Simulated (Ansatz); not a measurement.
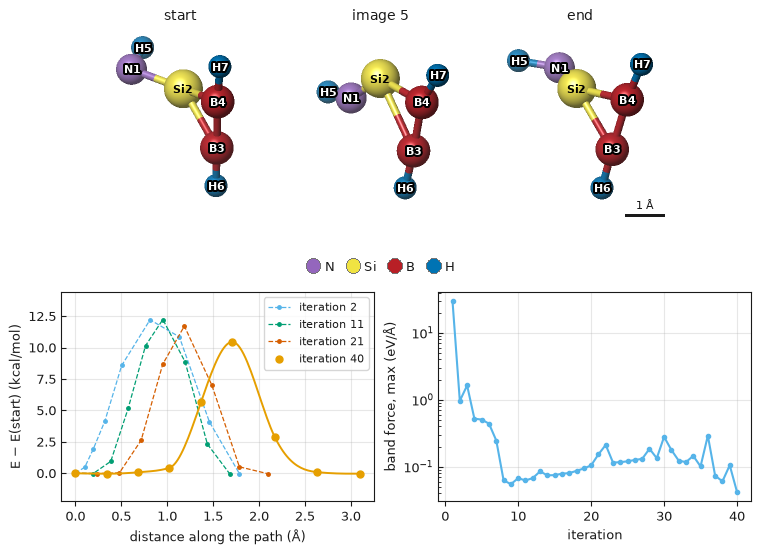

A search for the minimum-energy path of B$_{2}$SiNH$_{3}$ by the nudged elastic band. Images are numbered from 0 (start) to 8 (end). The plot follows the band through its iterations. Style: ball-and-stick. Shown from a free direction.

Method: RKS PBE-D4/STO-3G (Ansatz). Set-up: 7 movable images; climbing image; force threshold 0.05 eV/Å; iteration limit 60; starting path through a guess of the saddle point.

Did the band converge, and can the barrier be trusted?

The result is final at these settings. The band converged in 40 iterations. The largest component of the band force went from 30 to 0.042 eV/Å. The climbing image converged on the top of the path. Its vibrational analysis gives one imaginary mode (529i cm⁻¹), as a transition state must have. The first iteration put the highest image at 81.7 kcal/mol. The two ends have nearly the same energy, and the highest point, image 5, lies 10.5 kcal/mol above the start.

Limits of the set-up: STO-3G is a minimal basis, so the numbers are rough.
